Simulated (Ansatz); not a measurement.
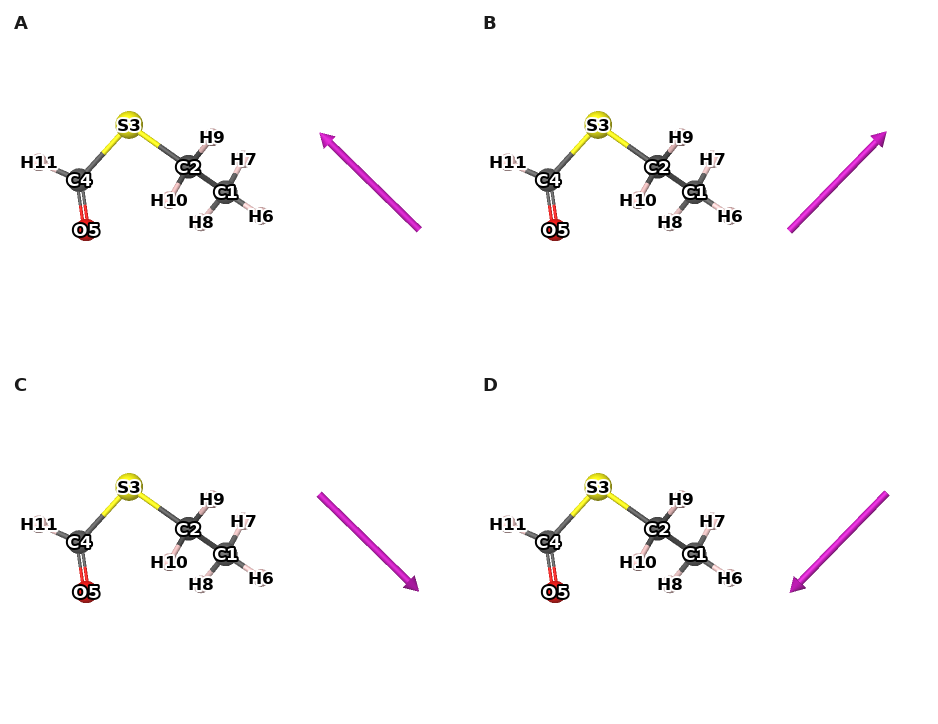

The same molecule four times, each with an arrow. The geometry was computed by an optimisation with PBE-D4/def2-SVP. No frequency run is at hand to confirm it as a minimum. Method: RKS PBE-D4/def2-SVP (Ansatz 0.2.0).

**Which arrow points along the dipole moment, from the negative to the positive end?**

B. The dipole moment is 1.43 D; it points from the side of O5 to the side of H7, H9 (the outermost atoms at the two ends).
